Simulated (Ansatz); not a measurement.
## Electronic structure of C$_{3}$H$_{10}$Si in real space

| atom | x (Å) | y (Å) | z (Å) |
| --- | --- | --- | --- |
| Si | 0.0090 | -0.0513 | -0.0188 |
| H | 0.0339 | -0.2075 | 1.4744 |
| C | 1.7816 | 0.0466 | -0.6456 |
| H | 2.3452 | -0.8645 | -0.3900 |
| H | 1.8041 | 0.1609 | -1.7414 |
| H | 2.3126 | 0.9054 | -0.2058 |
| C | -0.9201 | 1.5296 | -0.4449 |
| H | -1.9570 | 1.4935 | -0.0754 |
| H | -0.4338 | 2.4107 | 0.0024 |
| H | -0.9558 | 1.6812 | -1.5358 |
| C | -0.8652 | -1.5416 | -0.7665 |
| H | -1.8985 | -1.6250 | -0.3946 |
| H | -0.9073 | -1.4611 | -1.8648 |
| H | -0.3408 | -2.4773 | -0.5166 |

The calculation used Ansatz 0.2.0, RKS PBE0-D4/def2-SVP.

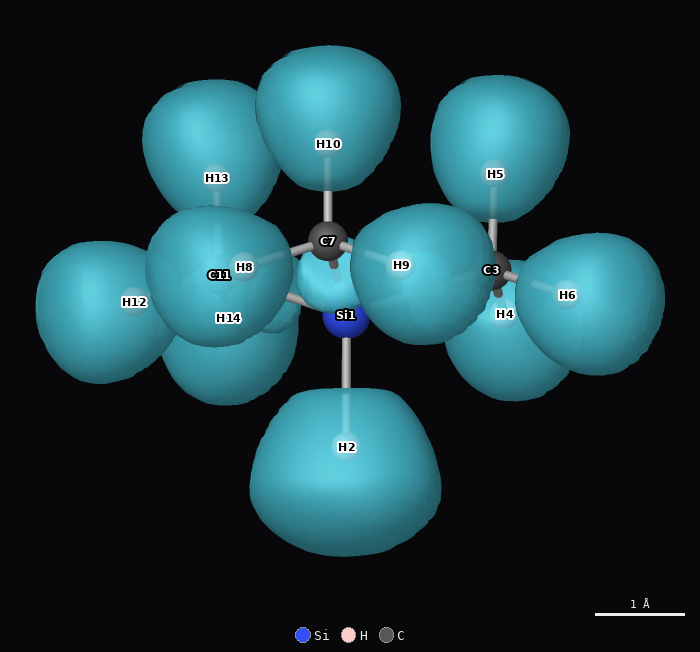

Figure 1. Isosurface of the electron localisation function at 0.9 (cyan), seen from one side. Only the valence region is drawn (cores and ρ < 0.01 e/Å³ removed).

Where are the electrons localised?

Answer. At this value the surface marks out three regions between bonded C–Si atoms (shared pairs) and ten regions around hydrogen nuclei. Profiles from the grid: C–Si (1.88 Å): the ELF peaks at about 0.95 between the atoms: a shared electron pair. C–H (1.10 Å): the ELF climbs to about 1 towards the hydrogen, as it does in any bond to H; a covalent bond by its length.

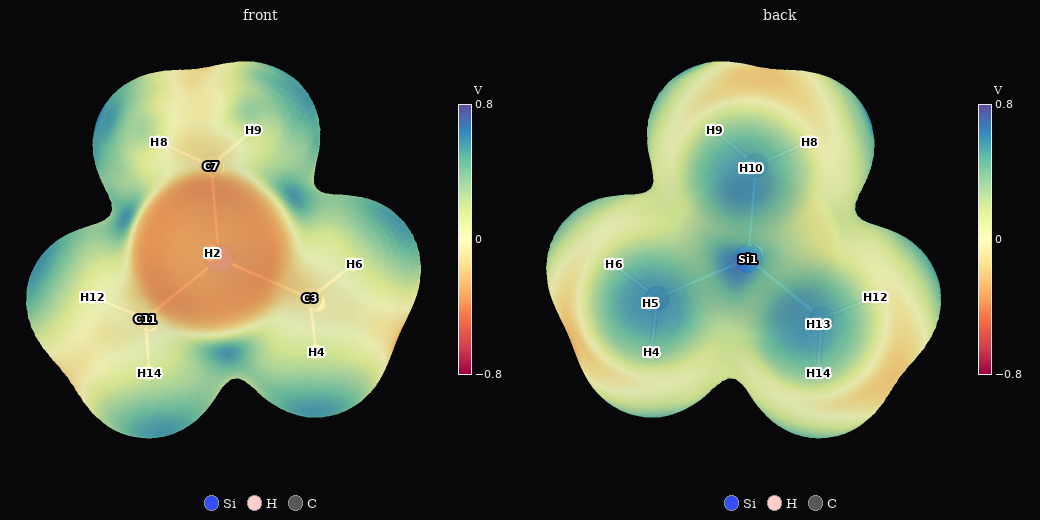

Figure 2. The molecular electrostatic potential painted on the density surface at 0.002 e/bohr³, seen from the front and from behind; red is negative and blue positive.

Which sites attract a positive test charge, and which a negative one?

Answer. A positive charge is drawn to the negative regions and a negative charge to the positive ones. The most negative region (about −0.4 V) lies over H2, the most positive (about +0.6 V) over the H and Si atoms.

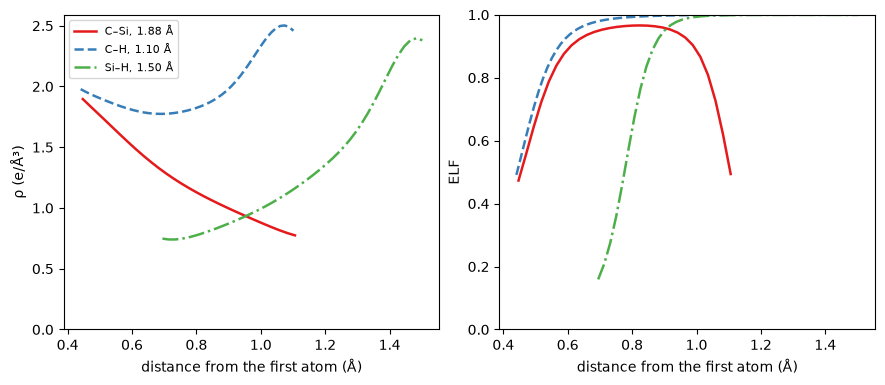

Figure 3. Total electron density and electron localisation function along straight lines between neighbouring atoms. The curves leave out the atomic cores.

What can be read from the curves?

Answer. C–Si (1.88 Å): ρ at the midpoint is about 0.95 e/Å³; the ELF peaks at about 0.95 between the atoms: a shared electron pair.
C–H (1.10 Å): the density is about 1.9 e/Å³ at the midpoint; the ELF climbs to about 1 towards the hydrogen; a covalent bond by its length.
Si–H (1.50 Å): ρ is about 0.75 e/Å³ halfway; the ELF climbs to about 1 towards the hydrogen.
